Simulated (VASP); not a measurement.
Shape and ions are relaxed at each volume.

Energy against volume of ZnO (wurtzite). All values below come from LDA (Ceperley-Alder, Perdew-Zunger), VASP's LDA PAW potentials (set 64) (plane waves; VASP).

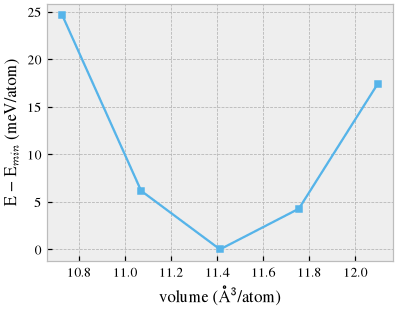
Figure: Energy against volume

**Question.** Estimate the equilibrium volume and the bulk modulus.

**Answer.** The minimum lies near 11.4 Å³/atom, and the curvature gives B0 of about 160 GPa.

Measured: bulk modulus 143 GPa (computed value off by +12.6 %), as given by Cormac Toher et al., Physical Review Materials (2017), arXiv:1611.05714. The calculation is for a static lattice, while the measured bulk modulus holds thermal and zero-point effects, which are part of the difference.

The compound is ZnO in the wurtzite structure. It was relaxed first.
